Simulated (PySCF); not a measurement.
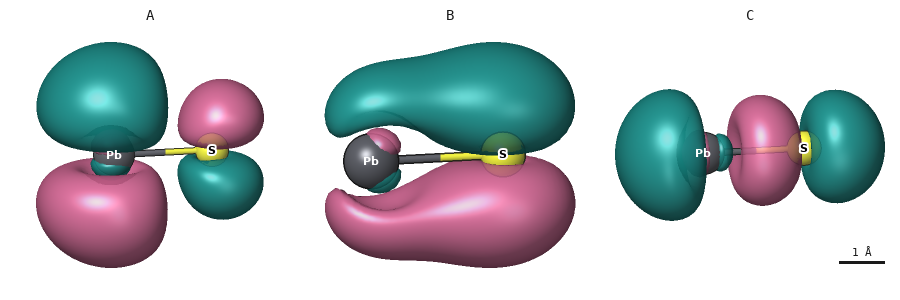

Figure 1: PbS. Three frontier orbitals, each drawn at the value that holds 80 % of its norm (teal and pink are the two phases), in no order; of a degenerate pair one member is drawn.

Core potentials replace the inner electrons of Pb.

Computed with PBE0/def2-SVP, non-relativistic Hamiltonian with scalar-relativistic core potentials where named, at a bond length of 2.312 Å (PySCF).

### Label each orbital by symmetry, say whether it is occupied, and order them by energy.

Orbital C: σ, occupied, −7.18 eV; shared between the atoms (Pb 40 %, S 60 %).
Orbital B: π, occupied, −6.87 eV; mainly on S (75 %).
Orbital A: π, empty, −2.34 eV; mainly on Pb (80 %).
